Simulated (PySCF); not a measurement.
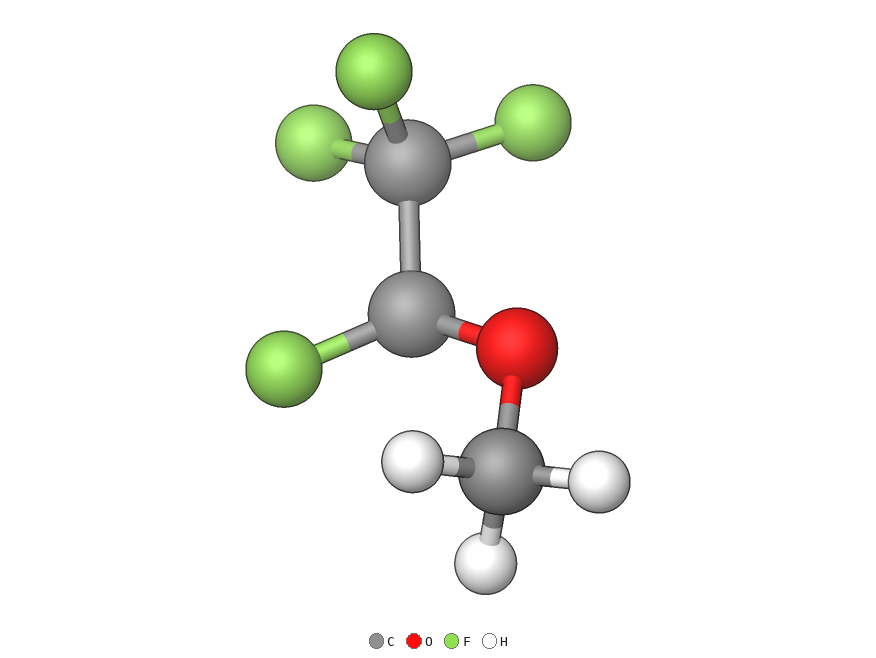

The species is neutral and a spin doublet. Computed geometry: GFN2-xTB optimisation. No frequency run is at hand to confirm it as a minimum.

Give the structural formula.

SMILES: CO[C](F)C(F)(F)F

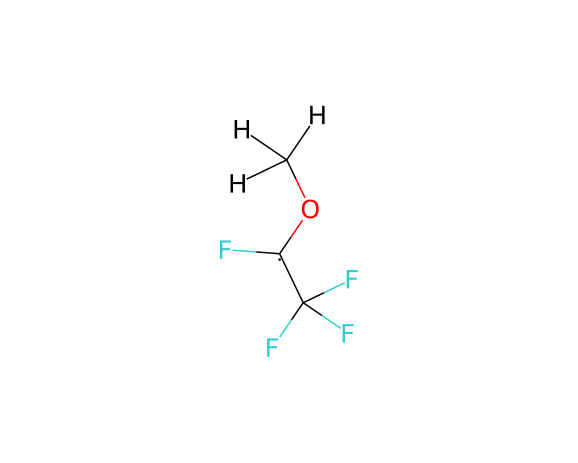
